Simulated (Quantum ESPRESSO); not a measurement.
# Voltage at the next charge: Be(0001), 4 layers, one monolayer of F on fcc sites against an electrode

Method. Quantum ESPRESSO 7.5, PBE, GBRV ultrasoft; ESM with bc3, a metal electrode 4.88 Å above the top atoms; cell area 4.542 Å²; ions fixed. V is the potential energy of an electron at the electrode over the slab's Fermi level, divided by e, so that it equals the work function at zero charge; positive charge removes electrons.

```tsv
charge (e a cell)	V (V)
0	4.474
0.0068	5.733
0.0136	6.989
```

To predict: What is V at a charge of 0.0272 e, and what capacitance do the rows imply?

**Fit.** The last two rows give dV/dq = (6.989 − 5.733)/(0.0136 − 0.0068) = 184.7 V/e, so C = 1602/(4.542 × 184.7) = 1.91 µF/cm², an effective gap of 8.854/1.91 = 4.64 Å. At constant C, V = 6.989 + 184.7 × 0.0136 = 9.50 V.

**Check.** V = 9.513 V; the estimate misses by −0.01 V, 0.5 % of the step. Over the three intervals C goes 1.91, 1.91 and 1.90 µF/cm².

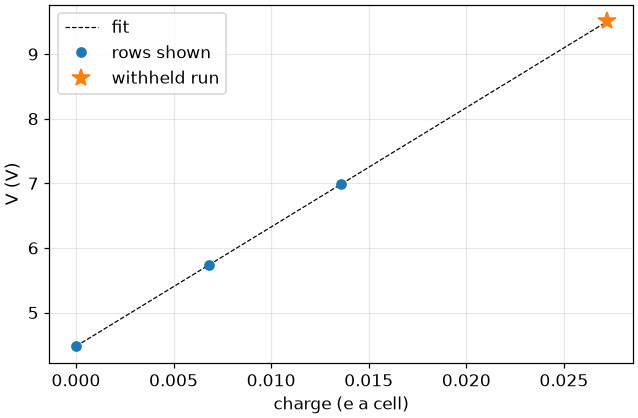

The rows shown, the fit and the withheld run.

Caveats: Vacuum fills the gap; a dielectric or electrolyte would change C. The slab is thin.

[Logs are printed without paths, hosts, clocks, repeated set-up lines and the standing remarks that a program may print on its own settings, such as how far it seeks lower states.]
